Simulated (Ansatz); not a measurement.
# Direct or indirect: MgO (Fm-3m)

```xyz
2
Lattice="0.0000 2.1085 2.1085 2.1085 0.0000 2.1085 2.1085 2.1085 0.0000" Properties=species:S:1:pos:R:3 pbc="T T T"
Mg    0.0000    0.0000    0.0000
O     2.1085    2.1085    2.1085
```

Method: Ansatz, PBE, independent particles, without spin-orbit coupling, line width 0.1 eV (Gaussian). The band structure gives a fundamental gap of 4.71 eV. The spectrum of vertical transitions near the edge:

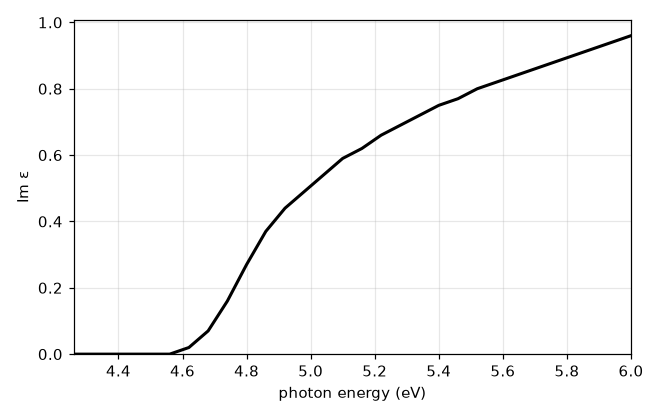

Question: Is the gap direct or indirect, and about where do vertical transitions set in?

Answer: Direct: the band path has its least direct gap at the fundamental one, 4.71 eV, and the curves rise from there. Lines are broadened by 0.1 eV, which spreads the edge.

[Logs are printed without paths, hosts, clocks, repeated set-up lines and the standing remarks that a program may print on its own settings, such as how far it seeks lower states.]
